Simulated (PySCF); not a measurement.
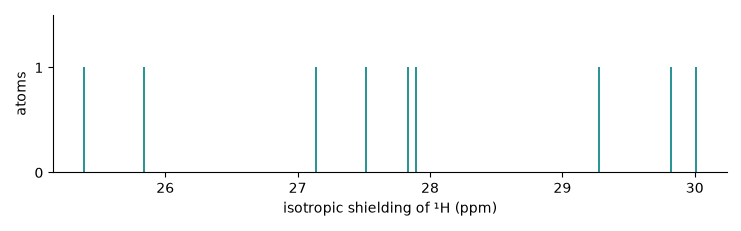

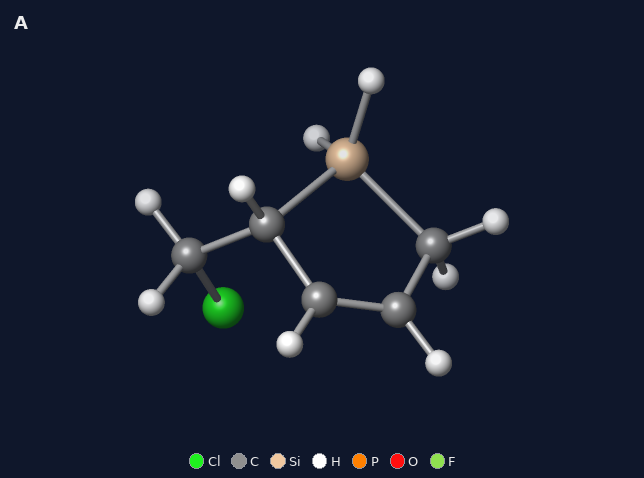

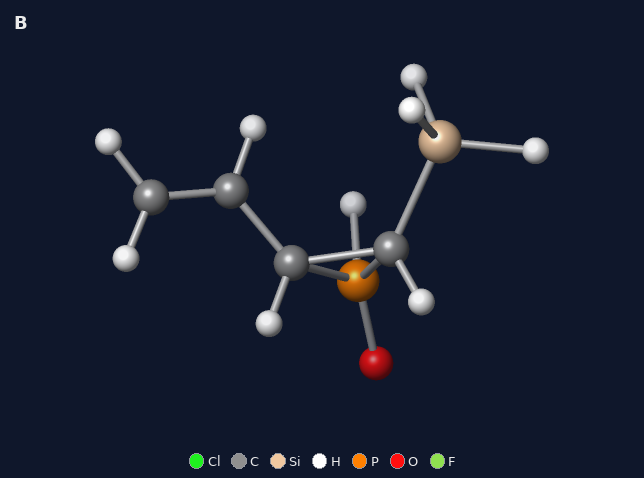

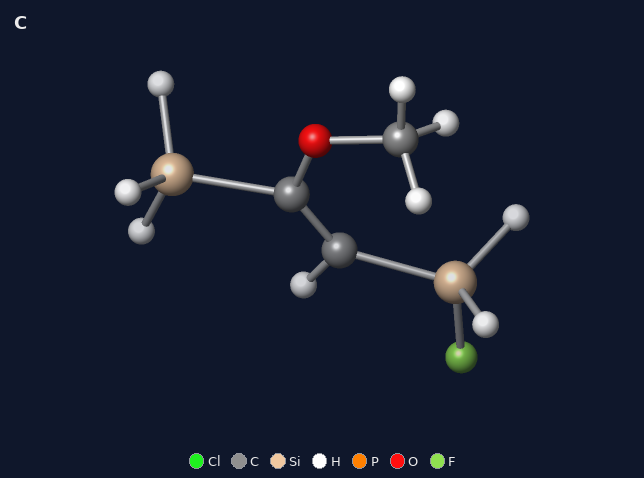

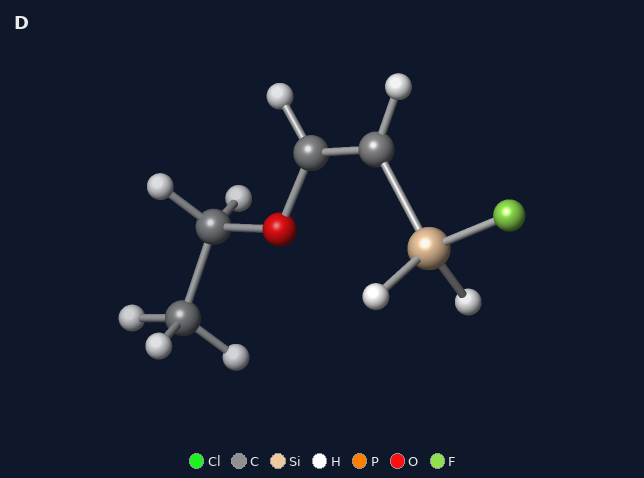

The sticks are computed shieldings of one of the molecules, for one fixed geometry (GFN2-xTB) without averaging over rotations. Low shielding means a high chemical shift. Method: GIAO PBE0/pcSseg-1 NMR shielding, non-relativistic, gas phase (PySCF 2.14.0).

> Match the spectrum to a structure.

A, `ClC[C@H]1C=CC[SiH2]1`. Its 9 H atoms give lines at 25.38, 25.84, 27.14, 27.52, 27.84, 27.89, 29.28, 29.82, 30.01 ppm.

The geometry is semi-empirical. Around Si such bond lengths and angles can be off by a tenth of an ångström or more and by several degrees, and values that hang on the shape move with them.
